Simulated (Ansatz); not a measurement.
**doublet CH2ClF+: levels of theory compared**

Aim: a comparison of 6 runs (U-wB97M-V/STO-3G, U-wB97X/STO-3G, UB3LYP/STO-3G, UBLYP/STO-3G, UHSE06/STO-3G, UCCSDT(Q)/STO-3G) of doublet CH2ClF+. 

The results are computed with Ansatz 0.2.0.

70 further runs of the same task are left out: 2 that didn't finish, 68 set aside as unsound or not needed.

### 1 The system as given

CH2ClF+ has 5 atoms, charge +1, and is taken as a doublet. As SMILES of the parent species, `FCCl`. Geometry: relaxed at PBE0-D4/def2-TZVP. That shape belongs to the parent species and isn't relaxed for this state.

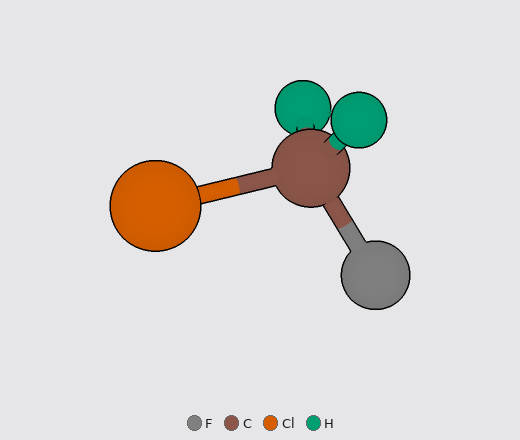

Viewed from a chosen angle; fluorine grey, carbon brown, chlorine orange, hydrogen teal.

### 2 A single-point energy at U-wB97M-V/STO-3G (run 1)

molecule.yaml reads:

```yaml
crystal:
  periodic: [false, false, false]
  atoms:
    - {symbol: F, position_ang: [-0.970450, 0.560520, 0.766500]}
    - {symbol: C, position_ang: [0.083560, 0.089320, 0.058070]}
    - {symbol: Cl, position_ang: [-0.422970, -1.232890, -0.998060]}
    - {symbol: H, position_ang: [0.832130, -0.302600, 0.745580]}
    - {symbol: H, position_ang: [0.477720, 0.885670, -0.572080]}
basis:
  gaussian: {orbitals: STO-3G}
total_charge: 1
hamiltonian: {xc: {name: wB97M-V}}
magnetization: {spin_polarized: true, initial_magnetization: 1}
accuracy: high
```

Run with:

```sh
$ ansatz run molecule.yaml --threads 1 --pin off --max-ram 3480MiB --events-out events.jsonl --progress --plain --runs-dir runs
```

What it wrote:

```text
Warning: RAYON_NUM_THREADS=1 ignored (pool sized by the plan → 1); use --threads N
Functional definition: wB97M-V
  name "wB97M-V"
  parameter omega = 0.3/bohr
  parameter cx = 0.15
  parameter cx01 = 1.007
  parameter cx10 = 0.259
  parameter css00 = 0.443
  parameter css04 = -1.437
  parameter css10 = -4.535
  parameter css20 = -3.390
  parameter css43 = 4.278
  parameter cos00 = 1.000
  parameter cos10 = 1.358
  parameter cos20 = 2.924
  parameter cos21 = -8.812
  parameter cos60 = -1.390
  parameter cos61 = 9.142
  parameter b = 6.0
  parameter c = 0.01
  gx(w, u) = 1 - cx + cx01*u + cx10*w
  gss(w, u) = css00 + css04*u^4 + css10*w + css20*w^2 + css43*w^4*u^3
  gos(w, u) = cos00 + cos10*w + (cos20 + cos21*u)*w^2 + (cos60 + cos61*u)*w^6
  exchange = spin_sum(e_x_unif_sr(omega)*gx(b97_w, b97_u_x)) + cx*exact_x_sr(omega) + exact_x_lr(omega)
  correlation = spin_sum(e_c_pw_mod_same_spin*gss(b97_w, b97_u_same))
      + integral(e_c_pw_mod_opposite_spin*gos(b97_w_opposite, b97_u_opposite)) + vv10(b, c)
375 factors; integrals over basis functions are off by at most 3.5e-8 eV
143 factors; integrals over basis functions are off by at most 6.0e-10 eV
mean field evaluation 1: about -16107.2436 eV, gradient 2.3e1 eV
mean field evaluation 2: about -16108.0332 eV, gradient 2.4e1 eV
mean field evaluation 4: about -16111.1133 eV, gradient 1.4e0 eV
mean field evaluation 8: about -16111.1188 eV, gradient 1.6e-2 eV
mean field evaluation 16: about -16111.1189 eV, gradient 3.3e-5 eV
mean field evaluation 32: about -16110.6931 eV, gradient 1.8e0 eV
mean field -16111.11885613 eV, -592.0726974541 hartree, gradient 4.5e-8 eV, S^2 0.750745; 2 other end points of the search recorded, 0 dependent functions left out
reference -16111.11885795 eV, -592.0726975211 hartree; 17, 16 occupied and 4, 5 virtual orbitals, 375 factors
Total energy: -16111.11885795 eV, -592.0726975211 hartree
```

Run time: 32 s. Hardware: 1 thread of Arm Neoverse V1, shared host; peak memory 0.5 GiB.

### 3 The energy at U-wB97X/STO-3G (run 2)

job.yaml reads:

```yaml
crystal:
  periodic: [false, false, false]
  atoms:
    - {symbol: F, position_ang: [-0.970450, 0.560520, 0.766500]}
    - {symbol: C, position_ang: [0.083560, 0.089320, 0.058070]}
    - {symbol: Cl, position_ang: [-0.422970, -1.232890, -0.998060]}
    - {symbol: H, position_ang: [0.832130, -0.302600, 0.745580]}
    - {symbol: H, position_ang: [0.477720, 0.885670, -0.572080]}
basis:
  gaussian:
    orbitals: STO-3G
total_charge: 1
magnetization:
  spin_polarized: true
  initial_magnetization: 1
hamiltonian:
  xc: {name: wB97X}
accuracy: high
```

Run with:

```sh
$ ansatz run job.yaml --threads 1 --pin off --max-ram 3480MiB --events-out events.jsonl --progress --plain --runs-dir runs
```

What it wrote, cut to the lines that bear on the results:

```text
Warning: RAYON_NUM_THREADS=1 ignored (pool sized by the plan → 1); use --threads N
Functional definition: wB97X
  name "wB97X"
[...]
      + exact_x_lr(omega)
[...]
      + integral(e_c_pw_opposite_spin*poly(b97_u_opposite, 1, cos1, cos2, cos3, cos4))
375 factors; integrals over basis functions are off by at most 3.5e-8 eV
143 factors; integrals over basis functions are off by at most 6.0e-10 eV
[...]
mean field -16109.56127995 eV, -592.0154575855 hartree, gradient 5.0e-8 eV, S^2 0.750905; 2 other end points of the search recorded, 0 dependent functions left out
reference -16109.56127874 eV, -592.0154575409 hartree; 17, 16 occupied and 4, 5 virtual orbitals, 375 factors
Total energy: -16109.56127874 eV, -592.0154575409 hartree
```

It took 14 s on 1 thread of Arm Neoverse V1, shared host; peak memory 0.4 GiB.

### 4 The energy at UB3LYP/STO-3G (run 3)

job.yaml reads:

```yaml
crystal:
  periodic: [false, false, false]
  atoms:
    - symbol: F
      position_ang: [-0.970450, 0.560520, 0.766500]
    - symbol: C
      position_ang: [0.083560, 0.089320, 0.058070]
    - symbol: Cl
      position_ang: [-0.422970, -1.232890, -0.998060]
    - symbol: H
      position_ang: [0.832130, -0.302600, 0.745580]
    - symbol: H
      position_ang: [0.477720, 0.885670, -0.572080]
basis:
  gaussian:
    orbitals: STO-3G
total_charge: 1
magnetization:
  spin_polarized: true
  initial_magnetization: 1
hamiltonian:
  xc: {name: B3LYP}
accuracy: high
```

Run with:

```sh
$ ansatz run job.yaml --threads 1 --pin off --max-ram 3480MiB --events-out events.jsonl --progress --plain --runs-dir runs
```

What it wrote:

```text
Warning: RAYON_NUM_THREADS=1 ignored (pool sized by the plan → 1); use --threads N
Functional definition: B3LYP
  name "B3LYP"
  parameter a0 = 0.2
  parameter ax = 0.72
  parameter ac = 0.81
  exchange = (1 - a0 - ax)*slater_x + ax*b88_x + a0*exact_x
  correlation = (1 - ac)*vwn_rpa_c + ac*lyp_c
375 factors; integrals over basis functions are off by at most 3.5e-8 eV
mean field evaluation 1: about -16107.6184 eV, gradient 1.6e1 eV
mean field evaluation 2: about -16096.2308 eV, gradient 4.8e1 eV
mean field evaluation 4: about -16109.1769 eV, gradient 8.2e0 eV
mean field evaluation 8: about -16109.6765 eV, gradient 2.1e-1 eV
mean field evaluation 16: about -16109.6768 eV, gradient 2.2e-6 eV
mean field -16109.67678813 eV, -592.0197024327 hartree, gradient 4.9e-8 eV, S^2 0.750915; 2 other end points of the search recorded, 0 dependent functions left out
reference -16109.67681256 eV, -592.0197033305 hartree; 17, 16 occupied and 4, 5 virtual orbitals, 375 factors
Total energy: -16109.67681256 eV, -592.0197033305 hartree
```

It took 2.3 s on 1 thread of Arm Neoverse V1, shared host; peak memory 0.13 GiB.

Runs 4 to 5 aren't shown in full; the table further down has their settings and results.

### 5 The energy at UCCSDT(Q)/STO-3G (run 6)

in.yaml reads:

```yaml
crystal:
  periodic: [false, false, false]
  atoms:
    - symbol: F
      position_ang: [-0.970450, 0.560520, 0.766500]
    - symbol: C
      position_ang: [0.083560, 0.089320, 0.058070]
    - symbol: Cl
      position_ang: [-0.422970, -1.232890, -0.998060]
    - symbol: H
      position_ang: [0.832130, -0.302600, 0.745580]
    - symbol: H
      position_ang: [0.477720, 0.885670, -0.572080]
basis:
  gaussian:
    orbitals: STO-3G
magnetization:
  spin_polarized: true
  initial_magnetization: 1
total_charge: 1
scf:
  omitted_lower_state_checks: [cluster_reference, increment]
accuracy: high
correlation:
  method: ccsdt_q
  frozen_orbitals: {C: 1, Cl: 5, F: 1, H: 0}
```

Run with:

```sh
$ ansatz run in.yaml --threads 1 --pin off --max-ram 3480MiB --events-out events.jsonl --progress --plain --runs-dir runs
```

What it wrote:

```text
Warning: RAYON_NUM_THREADS=1 ignored (pool sized by the plan → 1); use --threads N
[... 15 lines left out ...]
7 core orbitals not correlated: weight in the atoms' cores, before any rotation towards them, 1.000 or more for the frozen orbitals, at most 0.000 for the correlated occupied ones
[... 38 lines left out ...]
Total energy: -16079.79847926 eV, -590.9216948339 hartree
Checks for a lower state left out: cluster_reference, increment
```

Wall time 6.9 s (1 thread of Arm Neoverse V1, shared host); peak memory 0.26 GiB.

### 6 All runs side by side

| run | level | frozen core orbitals | energy (Eh) | ⟨S²⟩ | wall time |
| --- | --- | --- | --- | --- | --- |
| 1 | U-wB97M-V/STO-3G | – | -592.072698 | 0.751 | 32 s |
| 2 | U-wB97X/STO-3G | – | -592.015458 | 0.751 | 14 s |
| 3 | UB3LYP/STO-3G | – | -592.019703 | 0.751 | 2.3 s |
| 4 | UBLYP/STO-3G | – | -591.944362 | 0.751 | 7.2 s |
| 5 | UHSE06/STO-3G | – | -591.764847 | 0.751 | 3.3 s |
| 6 | UCCSDT(Q)/STO-3G | 7 | -590.921695 | 0.753 | 6.9 s |

### 7 Results

| quantity | value |
| --- | --- |
| run 6: total energy | -590.92169 Eh |
| run 6: correlation energy (7 core orbitals frozen) | -117.0 mEh |
| run 6: ⟨S²⟩ of the reference determinant | 0.753 |
| run 6: T1 diagnostic | 0.081 |

What this shows: Totals of different functionals can't be ranked against each other. In runs 1, 2, 3, 4, 5, 6 the basis is minimal, so the values are rough. All runs together took 66 s, the longest 32 s.
